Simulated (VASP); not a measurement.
Band structure of TbNd (space group P-6m2). Method: PBEsol GGA, VASP's PBE PAW potentials (set 64) (plane waves; VASP).

The 4f electrons are frozen in the core of the lanthanide potential, so 4f levels, which can set the real gap, and their magnetism are missing.

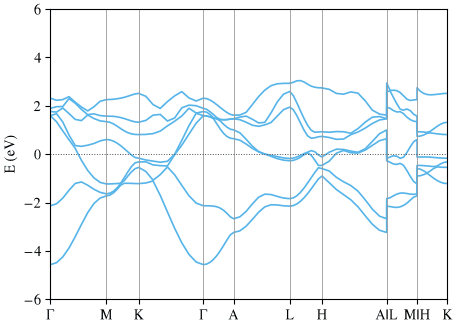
Fig. 1. Bands along high-symmetry lines, zero at the valence-band maximum or, without a gap, the Fermi level

Q: Read the plot: is there a gap, and where are the band edges?

A: It has no gap at this level: it comes out as a metal or semimetal. (Edges off the drawn lines would not show.)

The structure comes from a computed database's TbNd entry (P-6m2); how it stands against other phases isn't given here. It was relaxed first, which changed the volume by -7 %.
